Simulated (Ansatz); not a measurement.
The figure comes from a scan of MoSi₂ (MoSi2 type, space group I4/mmm): the cell is scaled evenly about its relaxed volume V₀. These are r2SCAN (plane waves to 500 eV, PAW, scalar-relativistic; Ansatz, an electronic-structure program) values and carry that method's errors. k mesh 14×14×14 (Γ-centred), Fermi-Dirac smearing 0.05 eV. The energy includes the smearing's −TS. MoSi2 is run without spin polarisation. MoSi2 was relaxed with its symmetry unable to fall. The PAW data are Ansatz's earlier set. The zero of ΔE is the relaxed starting cell.

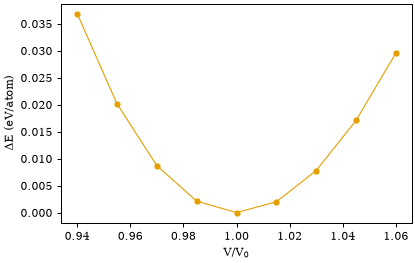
Figure. ΔE (eV/atom) against V/V₀; computed points joined by lines.

Task: Read the plotted values off the figure, to the accuracy that the plot allows.

Result: To the nearest 0.001:

```
V/V₀   ΔE (eV/atom)
-----  ------------
0.940         0.037
0.955         0.020
0.970         0.009
0.985         0.002
1.000         0.000
1.015         0.002
1.030         0.008
1.045         0.017
1.060         0.030
```

(A scan under strain: stresses follow from slopes of the energy per volume, elastic moduli from its curvatures.)
